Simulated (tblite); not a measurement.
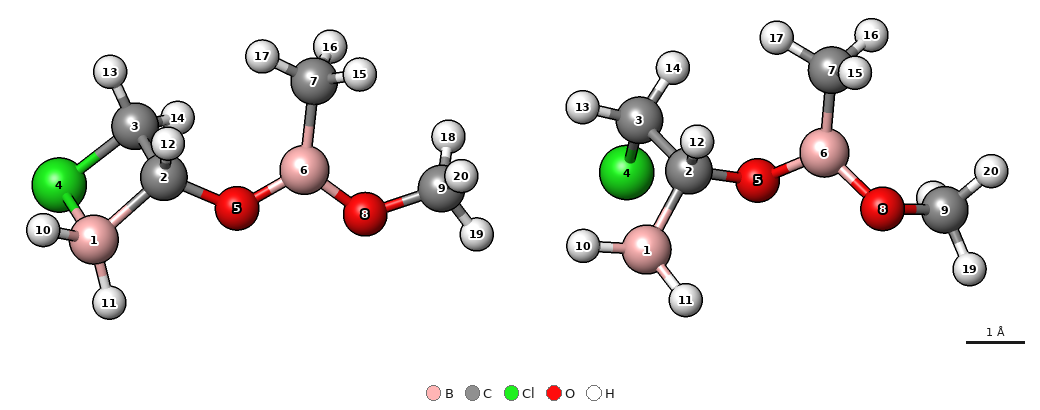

Two geometries of C4H11B2ClO2, drawn at one scale. One is the start of a relaxation, the other its converged end. The picture is a ball-and-stick view, seen face on.

Theory: GFN2-xTB geometry optimisation, gas phase (tblite). 

Which of the two is the end point?

The left one is the relaxed one. After 193 geometry steps the energy has fallen by 39.0 kcal/mol. The largest move after the best rigid fit is that of H18, 1.35 Å. Largest moves by element: H 1.35 Å, Cl 1.25 Å, O 0.80 Å, B 0.61 Å, C 0.49 Å. Near-neighbour distances that change, for instance: B1–Cl4 3.065 → 2.049 Å, O5–B6 1.462 → 1.352 Å, B6–O8 1.448 → 1.359 Å, B1–C2 1.584 → 1.637 Å. New bonds form: B1–Cl4 (3.06 → 2.05 Å). Bond angles that change, for instance: B1–C2–C3 109.9° → 96.2°, C2–O5–B6 113.1° → 125.5°, B6–O8–C9 114.5° → 123.8°. Groups turn about B6–O8 by about 85°, O5–B6 by about 60°, C2–O5 by about 50°.
